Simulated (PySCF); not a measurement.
```xyz
13

Hf    0.0000    0.0000    0.0000
N     2.0941    0.0000    0.0000
H     2.7058    0.7859    0.2158
H     2.7058   -0.7859   -0.2158
N     0.0000    2.0941    0.0000
H    -0.7859    2.7058    0.2158
H     0.7859    2.7058   -0.2158
N    -2.0941    0.0000    0.0000
H    -2.7058   -0.7859    0.2158
H    -2.7058    0.7859   -0.2158
N     0.0000   -2.0941    0.0000
H     0.7859   -2.7058    0.2158
H    -0.7859   -2.7058   -0.2158
```

Core potentials replace the inner electrons of Hf.

All numbers below come from RKS PBE0, Hf def2-SVP with ECP60, N def2-SVP, H def2-SVP; non-relativistic Hamiltonian with scalar-relativistic core potentials where named; density fitting in PySCF 2.14.0.

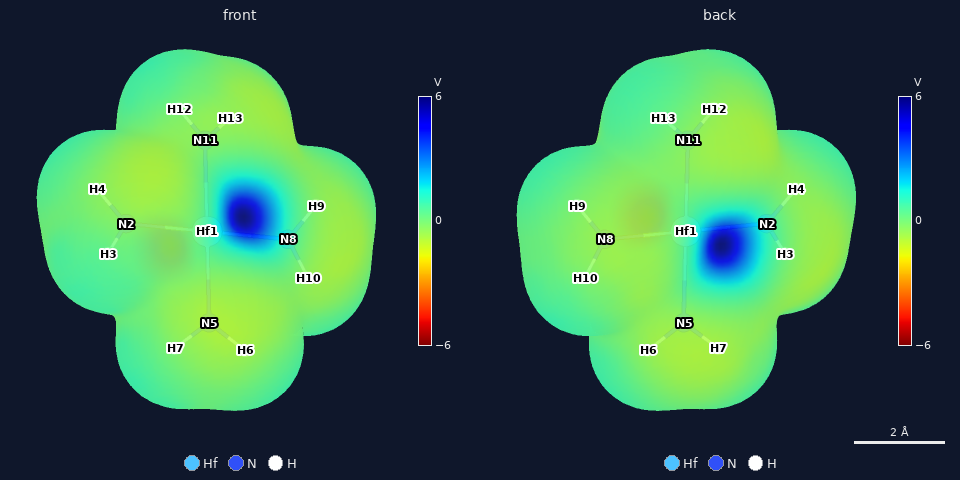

H8HfN4 (Hf(NH2)4). The molecular electrostatic potential painted on the density surface at 0.001 e/bohr³, seen from the front and from behind; the colour scale runs from red (negative) to blue (positive).

Describe the electrostatic potential map.

Answer. The most negative region (about −0.9 V) lies over N2, N5, N8 and N11, the most positive (about +5.1 V) over Hf1.

What dipole moment does the calculation give?

Answer. Its dipole moment is zero.
